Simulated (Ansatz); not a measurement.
# Ligand exchange: Mg(CH3)(NH2) + C2H5CuN2 → Mg(NH2)2 + C3H6CuN

Species: Mg(CH3)(NH2), singlet; C2H5CuN2 `CC#[N+][Cu-][NH2]`, singlet; Mg(NH2)2, singlet; C3H6CuN `CC#[N+][Cu-][CH3]`, singlet. The partners trade CH3 for NH2: Mg–CH3 and Cu–NH2 bonds give way to Mg–NH2 and Cu–CH3.

Shapes, held fixed at every level: PBE0-D4/def2-TZVP. Flexible molecules stand in one conformer, not always the lowest. Programs: Ansatz 0.2.0. Electronic energies: no zero-point or thermal term.

```json
{"level": "HF/def2-SVP", "kind": "Hartree–Fock", "ΔE (kJ/mol)": "-67.6"}
{"level": "HF/def2-TZVPP", "kind": "Hartree–Fock", "ΔE (kJ/mol)": "-49.9"}
{"level": "SPW92/def2-TZVPP", "kind": "LDA", "ΔE (kJ/mol)": "-31.8"}
{"level": "r2SCAN-D4/def2-TZVPP", "kind": "meta-GGA", "ΔE (kJ/mol)": "-38.9"}
{"level": "PBE0-D4/def2-TZVPP", "kind": "global hybrid", "ΔE (kJ/mol)": "-39.7"}
{"level": "wB97M-V/def2-TZVPP", "kind": "range-separated hybrid", "ΔE (kJ/mol)": "-43.9"}
{"level": "wB97X-V/def2-TZVPP", "kind": "range-separated hybrid", "ΔE (kJ/mol)": "-41.8"}
```

wB97X-V/def2-TZVPP gives ΔE = -41.8 kJ/mol; the levels span -67.6 to -31.8. The median of the levels is -41.8. No measured value is set beside it here. Relativity is left out for Cu.

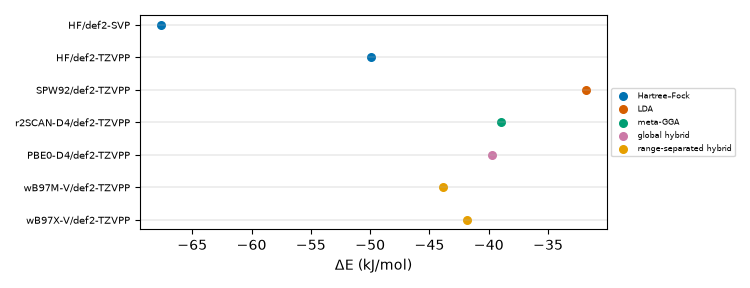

The values of the table, level by level.
